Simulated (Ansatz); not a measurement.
# SnH3Br + HF: a complex and its separated parts

The complex below is one end of an elementary step. How strongly is it bound against its free parts?

Computed with Ansatz 0.2.0, Gaussian basis. Level: PBE0-D4/def2-TZVP structures, single points in def2-TZVPP, no counterpoise correction.

Levels: SPW92, PBE-D4, BLYP-D4, r2SCAN-D4, B97M-V, PBE0-D4, B3LYP-D4, r2SCAN0-D4, BHLYP-D4, CAM-B3LYP-D4, wB97X-V, wB97M-V, B2PLYP, PBE-QIDH, RPA on PBE, Hartree-Fock, MP2, CCSD, CCSD(T).

Cores are frozen in the correlated methods. Filled d shells of the heavier atoms are correlated. Core potentials replace the inner electrons past krypton, and spin-orbit coupling is left out. B3LYP uses VWN-RPA correlation. B2PLYP carries no dispersion term here.

## Step 1: Where the work starts

The complex: 7 atoms, charge 0, spin multiplicity 1.

Atoms are counted from 1 here; the program's logs count them from 0.

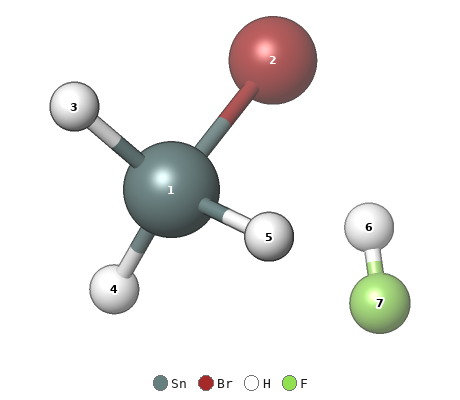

The starting geometry (tin teal, bromine red, hydrogen white, fluorine green); atoms are numbered from 1 in the order of the file.

Geometry (Å):

```xyz
7
BrFH4Sn
Sn   -0.2884   -0.3543   -0.9098
Br    1.3662   -1.1975    0.7854
H    -0.2015   -1.4943   -2.1687
H    -1.7888   -0.3545   -0.1224
H     0.2694    1.1785   -1.3687
H     0.5955    0.7340    1.8812
F     0.0477    1.4883    1.9031
```

Its parts: SnH3Br holds atoms 1, 2, 3, 4, 5; HF holds atoms 6, 7. Each part counts its atoms afresh in its own runs.

## Step 2: Relaxing SnH3Br alone

The input, relax-a/in.yaml:

```yaml
crystal:
  periodic: [false, false, false]
  atoms:
    - {symbol: Sn, position_ang: [-0.288379, -0.354317, -0.909820]}
    - {symbol: Br, position_ang: [1.366206, -1.197504, 0.785407]}
    - {symbol: H, position_ang: [-0.201488, -1.494300, -2.168669]}
    - {symbol: H, position_ang: [-1.788800, -0.354539, -0.122427]}
    - {symbol: H, position_ang: [0.269357, 1.178511, -1.368703]}
basis:
  gaussian: {orbitals: def2-TZVP}
hamiltonian: {xc: pbe0, dispersion: d4}
relax: {f_tol: 0.005, max_steps: 200}
```

No record of the launch command was kept for these runs.

What it wrote, shortened:

```text
Functional definition: PBE0
  name "PBE0"
  cite "Adamo & Barone, J. Chem. Phys. 110, 6158 (1999) doi:10.1063/1.478522"
  cite "Perdew, Burke & Ernzerhof, Phys. Rev. Lett. 77, 3865 (1996) doi:10.1103/PhysRevLett.77.3865"
  parent pbe
[...]
1006 factors; their error is unknown
[...]
mean field -75919.37376158 eV, -2789.9855257384 hartree, gradient 4.6e-5 eV, S^2 0.000000; 0 other end points of the search recorded, 0 dependent functions left out
[...]
reference -75919.37379276 eV, -2789.9855268843 hartree; 30, 30 occupied and 86, 86 virtual orbitals, 1006 factors
relax step   1: F+E_penalty+E_count = -75919.44892908 eV  Δ(F+E_penalty+E_count) = +0.000e0 eV  max|allowed force component| = 3.491e-1 eV/Å  Δτ_max = 0.0000 Å  (23 SCF iters, accepted)
[...]
relax step   3: F+E_penalty+E_count = -75919.45861751 eV  Δ(F+E_penalty+E_count) = -2.846e-3 eV  max|allowed force component| = 1.130e-2 eV/Å  Δτ_max = 0.0205 Å  (29 SCF iters, accepted)
[...]
relax step   4: F+E_penalty+E_count = -75919.45863981 eV  Δ(F+E_penalty+E_count) = -2.230e-5 eV  max|allowed force component| = 5.257e-4 eV/Å  Δτ_max = 0.0017 Å  (29 SCF iters, accepted)
1006 factors; their error is unknown
mean field -75919.38340340 eV, -2789.9858800685 hartree, gradient 1.3e-5 eV, S^2 0.000000; 1 other end points of the search recorded, 0 dependent functions left out
[...]
reference -75919.38343455 eV, -2789.9858812135 hartree; 30, 30 occupied and 86, 86 virtual orbitals, 1006 factors
Total energy: -75919.45867097 eV, -2789.9886461008 hartree
Atom 0 at    -0.265437    -0.376286    -0.898961 Å, force    -0.000021    -0.000016    -0.000054 eV/Å
Atom 1 at     1.362358    -1.186916     0.792082 Å, force    -0.000150     0.000095    -0.000131 eV/Å
Atom 2 at    -0.215766    -1.487930    -2.184392 Å, force    -0.000070     0.000357     0.000324 eV/Å
Atom 3 at    -1.781146    -0.344549    -0.129426 Å, force     0.000526     0.000085    -0.000315 eV/Å
Atom 4 at     0.256888     1.173532    -1.363515 Å, force    -0.000286    -0.000520     0.000176 eV/Å
Dipole moment:    -0.319339     0.159040    -0.331733 e Å
```

It took 4.9 s on 4 threads, shared host; peak memory 0.24 GiB.

The steps of the relaxation:

```tsv
step	energy from step 1 (eV)	largest force component (eV/Å)
1	0.0000	0.3491
2	-0.0068	0.1613
3	-0.0097	0.0113
4	-0.0097	0.0005
```

Bonds that changed most:

```tsv
bond	before (Å)	after (Å)	change (Å)
Sn1–Br2	2.514	2.483	-0.031
Sn1–H5	1.694	1.700	+0.006
Sn1–H4	1.694	1.700	+0.006
Sn1–H3	1.701	1.700	-0.000
```

## Step 3: Relaxing HF alone

The input, relax-b/in.yaml:

```yaml
crystal:
  periodic: [false, false, false]
  atoms:
    - {symbol: H, position_ang: [0.595507, 0.733957, 1.881155]}
    - {symbol: F, position_ang: [0.047695, 1.488291, 1.903057]}
basis:
  gaussian: {orbitals: def2-TZVP}
hamiltonian: {xc: pbe0, dispersion: d4}
relax: {f_tol: 0.005, max_steps: 200}
```

What it wrote, shortened:

```text
[... 5 set-up lines as earlier in the session ...]
[...]
200 factors; their error is unknown
[...]
mean field -2731.79711620 eV, -100.3916923417 hartree, gradient 6.8e-6 eV, S^2 0.000000; 0 other end points of the search recorded, 0 dependent functions left out
[...]
reference -2731.79712482 eV, -100.3916926585 hartree; 5, 5 occupied and 32, 32 virtual orbitals, 200 factors
relax step   1: F+E_penalty+E_count = -2731.79863358 eV  Δ(F+E_penalty+E_count) = +0.000e0 eV  max|allowed force component| = 5.854e-1 eV/Å  Δτ_max = 0.0000 Å  (21 SCF iters, accepted)
[...]
relax step   2: F+E_penalty+E_count = -2731.80301115 eV  Δ(F+E_penalty+E_count) = -4.378e-3 eV  max|allowed force component| = 1.259e-1 eV/Å  Δτ_max = 0.0049 Å  (25 SCF iters, accepted)
[...]
relax step   3: F+E_penalty+E_count = -2731.80321304 eV  Δ(F+E_penalty+E_count) = -2.019e-4 eV  max|allowed force component| = 4.151e-3 eV/Å  Δτ_max = 0.0013 Å  (25 SCF iters, accepted)
200 factors; their error is unknown
[...]
mean field -2731.80169978 eV, -100.3918607852 hartree, gradient 2.5e-5 eV, S^2 0.000000; 1 other end points of the search recorded, 0 dependent functions left out
[...]
reference -2731.80170821 eV, -100.3918610952 hartree; 5, 5 occupied and 32, 32 virtual orbitals, 200 factors
Total energy: -2731.80322148 eV, -100.3919167067 hartree
Atom 0 at     0.591820     0.739034     1.881302 Å, force     0.003015    -0.004151    -0.000121 eV/Å
Atom 1 at     0.051382     1.483214     1.902910 Å, force    -0.003015     0.004151     0.000121 eV/Å
Dipole moment:     0.235449    -0.324212    -0.009413 e Å
```

Wall time 0.45 s (4 threads, shared host).

Relaxation path:

```tsv
step	energy from step 1 (eV)	largest force component (eV/Å)
1	0.0000	0.5854
2	-0.0044	0.1259
3	-0.0046	0.0042
```

The bond:

```tsv
bond	before (Å)	after (Å)	change (Å)
H1–F2	0.933	0.920	-0.013
```

## Step 4: wB97M-V/def2-TZVPP

The input, parta/in.yaml:

```yaml
crystal:
  periodic: [false, false, false]
  atoms:
    - {symbol: Sn, position_ang: [-0.265437, -0.376286, -0.898961]}
    - {symbol: Br, position_ang: [1.362358, -1.186916, 0.792082]}
    - {symbol: H, position_ang: [-0.215766, -1.487930, -2.184392]}
    - {symbol: H, position_ang: [-1.781146, -0.344549, -0.129426]}
    - {symbol: H, position_ang: [0.256888, 1.173532, -1.363515]}
basis:
  gaussian: {orbitals: def2-TZVPP}
hamiltonian: {xc: {name: wB97M-V}}
```

The input, partb/in.yaml:

```yaml
crystal:
  periodic: [false, false, false]
  atoms:
    - {symbol: H, position_ang: [0.591820, 0.739034, 1.881302]}
    - {symbol: F, position_ang: [0.051382, 1.483214, 1.902910]}
basis:
  gaussian: {orbitals: def2-TZVPP}
hamiltonian: {xc: {name: wB97M-V}}
```

Log of parta, shortened:

```text
Functional definition: wB97M-V
  name "wB97M-V"
  cite "Mardirossian & Head-Gordon, J. Chem. Phys. 144, 214110 (2016) doi:10.1063/1.4952647"
  cite "Becke, J. Chem. Phys. 107, 8554 (1997) doi:10.1063/1.475007"
  cite "Vydrov & Van Voorhis, J. Chem. Phys. 133, 244103 (2010) doi:10.1063/1.3521275"
  # Of w^i u^j: cxij and so on, Table III.
[...]
  gx(w, u) = 1 - cx + cx01*u + cx10*w
  gss(w, u) = css00 + css04*u^4 + css10*w + css20*w^2 + css43*w^4*u^3
  gos(w, u) = cos00 + cos10*w + (cos20 + cos21*u)*w^2 + (cos60 + cos61*u)*w^6
[...]
      + integral(e_c_pw_mod_opposite_spin*gos(b97_w_opposite, b97_u_opposite)) + vv10(b, c)
1017 factors; their error is unknown
197 factors; integrals over basis functions are off by at most 4.5e-5 eV
[...]
mean field -75921.87860755 eV, -2790.0775771298 hartree, gradient 1.2e-5 eV, S^2 0.000000; 0 other end points of the search recorded, 0 dependent functions left out
reference -75921.87865743 eV, -2790.0775789628 hartree; 30, 30 occupied and 110, 110 virtual orbitals, 1017 factors
Total energy: -75921.87865743 eV, -2790.0775789628 hartree
```

Output in partb, shortened:

```text
[... 5 set-up lines as earlier in the session ...]
  # Of w^i u^j: cxij and so on, Table III.
[...]
  gx(w, u) = 1 - cx + cx01*u + cx10*w
  gss(w, u) = css00 + css04*u^4 + css10*w + css20*w^2 + css43*w^4*u^3
  gos(w, u) = cos00 + cos10*w + (cos20 + cos21*u)*w^2 + (cos60 + cos61*u)*w^6
[...]
      + integral(e_c_pw_mod_opposite_spin*gos(b97_w_opposite, b97_u_opposite)) + vv10(b, c)
215 factors; their error is unknown
48 factors; integrals over basis functions are off by at most 2.2e-5 eV
[...]
mean field -2733.67553149 eV, -100.4607228304 hartree, gradient 1.2e-5 eV, S^2 0.000000; 0 other end points of the search recorded, 0 dependent functions left out
reference -2733.67554615 eV, -100.4607233693 hartree; 5, 5 occupied and 40, 40 virtual orbitals, 215 factors
Total energy: -2733.67554615 eV, -100.4607233693 hartree
```

Wall times: 3.3 s (parta), 0.25 s (partb) on 4 threads, shared host; peak memory 0.4 GiB.

## Step 5: CCSD(T)/def2-TZVPP

Each input of step 4 (parta, partb) changes in the same lines:

```diff
-hamiltonian: {xc: {name: wB97M-V}}
+correlation: {method: ccsd_t}
```

Output in parta, shortened:

```text
Functional definition: HF
  name "HF"
  cite "Fock, Z. Phys. 61, 126 (1930) doi:10.1007/BF01340294"
[... 1 set-up line as earlier in the session ...]
[...]
1012 factors; integrals over basis functions are off by at most 1.2e-3 eV
[...]
mean field -75852.94895802 eV, -2787.5444592319 hartree, gradient 3.6e-6 eV, S^2 0.000000; 0 other end points of the search recorded, 0 dependent functions left out
13 core orbitals not correlated: weight in the atoms' cores, before any rotation towards them, 1.000 or more for the frozen orbitals, at most 0.000 for the correlated occupied ones
reference -75852.94895802 eV, -2787.5444592319 hartree; 17, 17 occupied and 110, 110 virtual orbitals, 1012 factors
second order -16.56402447 eV of doubles, -0.00000000 eV of singles
cycle   1  -16.50861812 eV  change    5.5e-2 eV  update   8.6e-2
[...]
cycle   8  -16.97502378 eV  change   -1.8e-5 eV  update   2.6e-5
perturbative correction -0.49205230 eV, -0.0180825887 hartree
Total energy: -75870.41603411 eV, -2788.1863624384 hartree
```

Output in partb, shortened:

```text
[... 4 set-up lines as earlier in the session ...]
[...]
287 factors; integrals over basis functions are off by at most 1.0e-3 eV
[...]
mean field -2722.91281356 eV, -100.0652002419 hartree, gradient 4.5e-6 eV, S^2 0.000000; 0 other end points of the search recorded, 0 dependent functions left out
1 core orbitals not correlated: weight in the atoms' cores, before any rotation towards them, 1.000 or more for the frozen orbitals, at most 0.000 for the correlated occupied ones
reference -2722.91281356 eV, -100.0652002419 hartree; 4, 4 occupied and 40, 40 virtual orbitals, 287 factors
second order -7.36475941 eV of doubles, -0.00000000 eV of singles
cycle   1  -7.29614800 eV  change    6.9e-2 eV  update   3.9e-2
[...]
cycle   8  -7.43081346 eV  change    7.8e-7 eV  update   3.3e-6
perturbative correction -0.17032806 eV, -0.0062594407 hartree
Total energy: -2730.51395508 eV, -100.3445370405 hartree
```

Times: 5.5 s (parta), 0.15 s (partb) on 4 threads, shared host; peak memory 0.68 GiB.

## Step 6: Vibrations of SnH3Br

The input, vib-parta/in.yaml:

```yaml
crystal:
  periodic: [false, false, false]
  atoms:
    - {symbol: Sn, position_ang: [-0.265437, -0.376286, -0.898961]}
    - {symbol: Br, position_ang: [1.362358, -1.186916, 0.792082]}
    - {symbol: H, position_ang: [-0.215766, -1.487930, -2.184392]}
    - {symbol: H, position_ang: [-1.781146, -0.344549, -0.129426]}
    - {symbol: H, position_ang: [0.256888, 1.173532, -1.363515]}
basis:
  gaussian: {orbitals: def2-TZVP}
hamiltonian: {xc: pbe0, dispersion: d4}
phonons: {temperatures: {t_min: 298.15, t_max: 900, t_step: 200}}
```

What it wrote, shortened:

```text
[... 5 set-up lines as earlier in the session ...]
[...]
1006 factors; their error is unknown
[...]
mean field -75919.38340349 eV, -2789.9858800720 hartree, gradient 3.6e-5 eV, S^2 0.000000; 0 other end points of the search recorded, 0 dependent functions left out
[...]
reference -75919.38343465 eV, -2789.9858812170 hartree; 30, 30 occupied and 86, 86 virtual orbitals, 1006 factors
[... from here to the last solve, the lines of the solves are left out (17 solves) ...]
1006 factors; their error is unknown
mean field -75919.38339118 eV, -2789.9858796194 hartree, gradient 2.6e-6 eV, S^2 0.000000; 0 other end points of the search recorded, 0 dependent functions left out
[...]
reference -75919.38342233 eV, -2789.9858807644 hartree; 30, 30 occupied and 86, 86 virtual orbitals, 1006 factors
Total energy: -75919.45867106 eV, -2789.9886461043 hartree
Atom 0 at    -0.265437    -0.376286    -0.898961 Å, force    -0.000022    -0.000011    -0.000051 eV/Å
Atom 1 at     1.362358    -1.186916     0.792082 Å, force    -0.000148     0.000093    -0.000130 eV/Å
Atom 2 at    -0.215766    -1.487930    -2.184392 Å, force    -0.000070     0.000356     0.000323 eV/Å
Atom 3 at    -1.781146    -0.344549    -0.129426 Å, force     0.000528     0.000084    -0.000318 eV/Å
Atom 4 at     0.256888     1.173532    -1.363515 Å, force    -0.000287    -0.000523     0.000175 eV/Å
Dipole moment:    -0.319339     0.159040    -0.331733 e Å
Vibrations: 258.25 472.01 472.20 692.68 705.85 706.10 1968.36 1976.86 1976.95 cm⁻¹, zero-point energy 0.572140 eV
```

Wall time 15 s (4 threads, shared host); peak memory 0.25 GiB.

Wavenumbers and character of the modes:

```tsv
mode	wavenumber (cm⁻¹)	character
1	258	Sn–Br stretch
2	472	bend
3	472	bend
4	693	bend
5	706	bend
6	706	bend
7	1968	Sn–H stretch
8	1977	Sn–H stretch
9	1977	Sn–H stretch
```

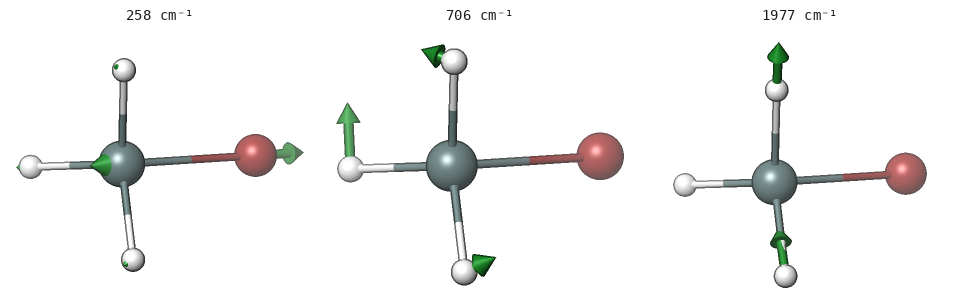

How the atoms move in 3 of the modes.

Vibrational sums (real modes only):

```tsv
T (K)	entropy (J/mol/K)	heat capacity (J/mol/K)
298	17.0	28.8
498	35.4	42.9
698	51.4	51.8
898	65.2	58.0
```

## Step 7: Vibrations of HF

The input, vib-partb/in.yaml:

```yaml
crystal:
  periodic: [false, false, false]
  atoms:
    - {symbol: H, position_ang: [0.591820, 0.739034, 1.881302]}
    - {symbol: F, position_ang: [0.051382, 1.483214, 1.902910]}
basis:
  gaussian: {orbitals: def2-TZVP}
hamiltonian: {xc: pbe0, dispersion: d4}
phonons: {temperatures: {t_min: 298.15, t_max: 900, t_step: 200}}
```

What it wrote, shortened:

```text
[... 5 set-up lines as earlier in the session ...]
[...]
200 factors; their error is unknown
[...]
mean field -2731.80169978 eV, -100.3918607853 hartree, gradient 6.9e-6 eV, S^2 0.000000; 0 other end points of the search recorded, 0 dependent functions left out
[...]
reference -2731.80170822 eV, -100.3918610953 hartree; 5, 5 occupied and 32, 32 virtual orbitals, 200 factors
[...]
200 factors; their error is unknown
[...]
mean field -2731.80169980 eV, -100.3918607859 hartree, gradient 3.9e-7 eV, S^2 0.000000; 0 other end points of the search recorded, 0 dependent functions left out
[...]
reference -2731.80170823 eV, -100.3918610959 hartree; 5, 5 occupied and 32, 32 virtual orbitals, 200 factors
[...]
200 factors; their error is unknown
[...]
mean field -2731.80152299 eV, -100.3918542883 hartree, gradient 3.9e-7 eV, S^2 0.000000; 0 other end points of the search recorded, 0 dependent functions left out
[...]
reference -2731.80153146 eV, -100.3918545997 hartree; 5, 5 occupied and 32, 32 virtual orbitals, 200 factors
[...]
200 factors; their error is unknown
mean field -2731.80149693 eV, -100.3918533307 hartree, gradient 3.9e-7 eV, S^2 0.000000; 0 other end points of the search recorded, 0 dependent functions left out
[...]
reference -2731.80150533 eV, -100.3918536393 hartree; 5, 5 occupied and 32, 32 virtual orbitals, 200 factors
Total energy: -2731.80322148 eV, -100.3919167068 hartree
Atom 0 at     0.591820     0.739034     1.881302 Å, force     0.002984    -0.004109    -0.000119 eV/Å
Atom 1 at     0.051382     1.483214     1.902910 Å, force    -0.002984     0.004109     0.000119 eV/Å
Dipole moment:     0.235449    -0.324212    -0.009414 e Å
Vibrations: 4154.13 cm⁻¹, zero-point energy 0.257523 eV
```

Run time: 0.91 s. Hardware: 4 threads, shared host.

The modes, with what each moves most:

```tsv
mode	wavenumber (cm⁻¹)	character
1	4154	F–H stretch
```

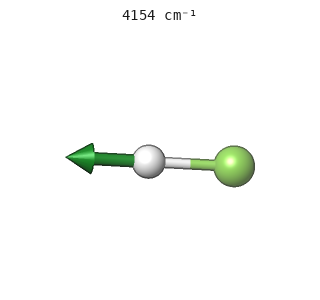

Displacements of 1 modes, as arrows.

Vibrational sums (real modes only):

```tsv
T (K)	entropy (J/mol/K)	heat capacity (J/mol/K)
298	0.0	0.0
498	0.0	0.0
698	0.0	0.1
898	0.1	0.5
```

## Step 8: Complex less separated parts

The complex's own energies come from single points at the same levels. Levels not printed above were run the same way.

Rows are in def2-TZVPP; times add the 3 runs of a level on a shared host, so small differences are noise.

```tsv
method	rung	complex less parts (kJ/mol)	from CCSD(T) (kJ/mol)	time
SPW92	LDA	-38.4	-18.4	1.3 s
PBE-D4	GGA	-27.8	-7.8	2.1 s
BLYP-D4	GGA	-25.8	-5.8	2.2 s
r2SCAN-D4	meta-GGA	-25.4	-5.4	4.4 s
B97M-V	meta-GGA	-23.1	-3.1	8.7 s
PBE0-D4	hybrid	-24.2	-4.2	2.9 s
B3LYP-D4	hybrid	-24.1	-4.1	2.8 s
r2SCAN0-D4	hybrid	-23.4	-3.4	5.1 s
BHLYP-D4	hybrid	-22.5	-2.5	2.9 s
CAM-B3LYP-D4	range-separated hybrid	-24.8	-4.8	3.2 s
wB97X-V	range-separated hybrid	-23.5	-3.5	8 s
wB97M-V	range-separated hybrid	-24.3	-4.3	9.5 s
B2PLYP	double hybrid	-19.5	+0.5	4.9 s
PBE-QIDH	double hybrid	-20.2	-0.2	5.1 s
RPA on PBE	RPA	-17.3	+2.7	4.8 s
Hartree-Fock	wavefunction	-6.9	+13.1	
MP2	wavefunction	-20.9	-0.9	
CCSD	wavefunction	-18.0	+2.0	
CCSD(T)	wavefunction	-20.0	0	75 s
```

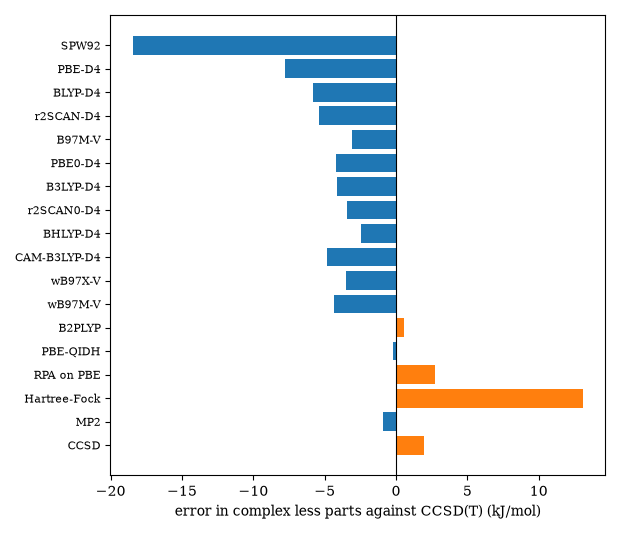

Error of each method against CCSD(T).

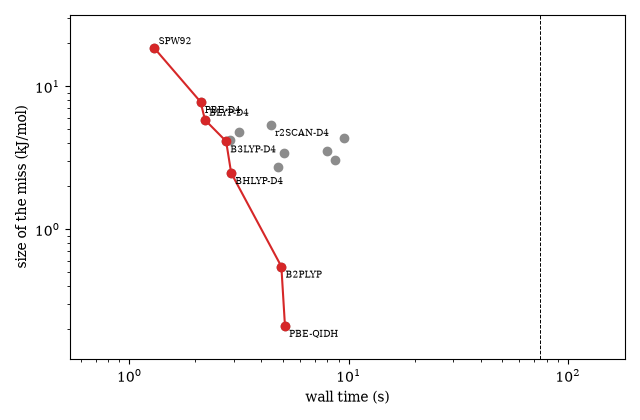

Accuracy for the time spent; red marks the levels, quicker than the yardstick, that beat every quicker one, and the dashed line is the time of CCSD(T). Only those levels and the largest misses are named. Times are from a shared host.

PBE-QIDH reaches 0.2 kJ/mol from the reference in 5.1 s, where CCSD(T) took 75 s; the quickest level, SPW92, takes 1.3 s and misses by 18.4 kJ/mol.

The complex's zero-point energy, from a separate PBE0-D4 run, is 0.888 eV.

## Step 9: Outcome

| quantity | value |
| --- | --- |
| complex less parts, CCSD(T)/def2-TZVPP | -20.0 kJ/mol |
| with zero-point energy | -14.4 kJ/mol |
| largest T1 diagnostic | 0.010 |

What this shows: At CCSD(T) the complex lies 20.0 kJ/mol below its parts. The functionals run from PBE-QIDH, off by -0.2 kJ/mol, to SPW92, off by -18.4 kJ/mol, against CCSD(T). Mean unsigned error by rung: LDA 18.4, GGA 6.8, meta-GGA 4.2, hybrid 3.6, range-separated hybrid 4.2, double hybrid 0.4 kJ/mol. PBE-D4 gives a relative energy 7.8 kJ/mol too low, outside chemical accuracy (1 kcal/mol, 4.2 kJ/mol). No counterpoise was applied, and triple zeta lacks some correlation, so the CCSD(T) reference has a basis error of its own, and close matches with it are partly luck.
